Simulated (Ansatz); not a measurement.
**GaSiH4OF (SMILES [F][GaH][O][SiH3]): MP2/6-31G(d) (spherical functions)**

What is the energy change on altering one bond length of GaSiH4OF at MP2/6-31G* (spherical functions)? 

The results are computed with Ansatz 0.2.0.

130 further runs of the same task are left out: 3 that didn't finish, 127 set aside as unsound or not needed.

## 1. The structure to begin with

GaSiH4OF: 8 atoms, total charge 0, spin state singlet. SMILES: `[F][GaH][O][SiH3]`. The coordinates come from a PBE0-D4/def2-TZVP relaxation. This is one conformer, not always the lowest.

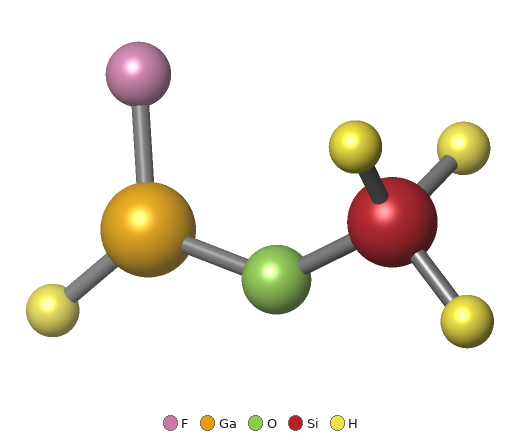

The structure, seen from a chosen angle (fluorine pink, gallium amber, oxygen green, silicon red, hydrogen yellow).

## 2. The energy at MP2/6-31G(d) (spherical functions)

File in.yaml:

```yaml
crystal:
  periodic: [false, false, false]
  atoms:
    - {symbol: F, position_ang: [0.857100, 1.472000, 1.846200]}
    - {symbol: Ga, position_ang: [1.323900, 1.220200, 0.177500]}
    - {symbol: O, position_ang: [0.322200, 0.024800, -0.644000]}
    - {symbol: Si, position_ang: [-0.952800, -0.945800, -0.299100]}
    - {symbol: H, position_ang: [2.493100, 1.984200, -0.463100]}
    - {symbol: H, position_ang: [-1.287500, -1.717200, -1.523200]}
    - {symbol: H, position_ang: [-0.618600, -1.894300, 0.796900]}
    - {symbol: H, position_ang: [-2.137300, -0.143800, 0.108800]}
basis:
  gaussian: {orbitals: 6-31G_st_-spherical.json}
correlation: {method: mp2, frozen_orbitals: {F: 1, Ga: 9, H: 0, O: 1, Si: 5}}
accuracy: high
```

The basis set 6-31G* is read from a file made from the Basis Set Exchange's data (not shown).

On the command line:

```
$ ansatz run in.yaml --threads 1 --pin off --max-ram 3480MiB --events-out events.jsonl --progress --plain --runs-dir runs
```

Output:

```text
Warning: RAYON_NUM_THREADS=1 ignored (pool sized by the plan → 1); use --threads N
Functional definition: HF
  name "HF"
  exchange = exact_x
  correlation = 0
1863 factors; integrals over basis functions are off by at most 4.5e-9 eV
mean field evaluation 1: about -64992.9113 eV, gradient 4.6e1 eV
mean field evaluation 2: about -64993.0209 eV, gradient 4.6e1 eV
mean field evaluation 4: about -64997.3732 eV, gradient 2.9e0 eV
mean field evaluation 8: about -64997.4148 eV, gradient 2.1e-1 eV
mean field evaluation 16: about -64997.4150 eV, gradient 2.3e-8 eV
mean field -64997.41501299 eV, -2388.6109448971 hartree, gradient 2.3e-8 eV, S^2 0.000000; 0 other end points of the search recorded, 0 dependent functions left out
16 core orbitals not correlated: weight in the atoms' cores, before any rotation towards them, 1.000 or more for the frozen orbitals, at most 0.000 for the correlated occupied ones
reference -64997.41501299 eV, -2388.6109448971 hartree; 17, 17 occupied and 53, 53 virtual orbitals, 1863 factors
second order -18.15219121 eV of doubles, -0.00000000 eV of singles
Total energy: -65015.56720420 eV, -2389.2780256199 hartree
```

It took 4.2 s on 1 thread of Intel Xeon Platinum 8488C (Sapphire Rapids), shared host; peak memory 0.27 GiB.

## 3. The distorted shape

File input.yaml:

```yaml
crystal:
  periodic: [false, false, false]
  atoms:
    - {symbol: F, position_ang: [1.048378, 1.617611, 1.794457]}
    - {symbol: Ga, position_ang: [1.515178, 1.365811, 0.125757]}
    - {symbol: O, position_ang: [0.513478, 0.170411, -0.695743]}
    - {symbol: Si, position_ang: [-0.952800, -0.945800, -0.299100]}
    - {symbol: H, position_ang: [2.684378, 2.129811, -0.514843]}
    - {symbol: H, position_ang: [-1.287500, -1.717200, -1.523200]}
    - {symbol: H, position_ang: [-0.618600, -1.894300, 0.796900]}
    - {symbol: H, position_ang: [-2.137300, -0.143800, 0.108800]}
basis:
  gaussian: {orbitals: 6-31G_st_-spherical.json}
total_charge: 0
accuracy: high
correlation: {method: mp2, frozen_orbitals: {F: 1, Ga: 9, H: 0, O: 1, Si: 5}}
```

The basis set 6-31G* is read from a file made from the Basis Set Exchange's data (not shown).

On the command line:

```
$ ansatz run input.yaml --threads 1 --pin off --max-ram 3480MiB --events-out events.jsonl --progress --plain --runs-dir runs
```

Output:

```text
Warning: RAYON_NUM_THREADS=1 ignored (pool sized by the plan → 1); use --threads N
Functional definition: HF
  name "HF"
  exchange = exact_x
  correlation = 0
1853 factors; integrals over basis functions are off by at most 7.0e-9 eV
mean field evaluation 1: about -64991.8536 eV, gradient 4.8e1 eV
mean field evaluation 2: about -64991.9577 eV, gradient 4.8e1 eV
mean field evaluation 4: about -64996.6462 eV, gradient 3.6e0 eV
mean field evaluation 8: about -64996.6970 eV, gradient 3.5e-1 eV
mean field evaluation 16: about -64996.6974 eV, gradient 1.7e-8 eV
mean field -64996.69735556 eV, -2388.5845714732 hartree, gradient 1.8e-8 eV, S^2 0.000000; 0 other end points of the search recorded, 0 dependent functions left out
16 core orbitals not correlated: weight in the atoms' cores, before any rotation towards them, 1.000 or more for the frozen orbitals, at most 0.000 for the correlated occupied ones
reference -64996.69735556 eV, -2388.5845714732 hartree; 17, 17 occupied and 53, 53 virtual orbitals, 1853 factors
second order -18.36755593 eV of doubles, -0.00000000 eV of singles
Total energy: -65015.06491149 eV, -2389.2595667035 hartree
```

Wall time 4.2 s (1 thread of Intel Xeon Platinum 8488C (Sapphire Rapids), shared host); peak memory 0.28 GiB.

## 4. What came out

At MP2/6-31G* (spherical functions), 16 core orbitals frozen:

| quantity | value |
| --- | --- |
| first shape: total energy | -2389.27803 Eh |
| first shape: correlation energy (16 core orbitals frozen) | -667.1 mEh |
| distorted shape: total energy | -2389.25957 Eh |
| distorted shape: correlation energy (16 core orbitals frozen) | -675.0 mEh |
| energy change with the O3–Si4 bond stretched from 1.639 to 1.885 Å | 0.502 eV |

In words: With the O3–Si4 bond stretched from 1.639 to 1.885 Å the energy rises by 0.50 eV (48.5 kJ/mol). The first shape isn't relaxed at this level, so the change isn't measured from a minimum.
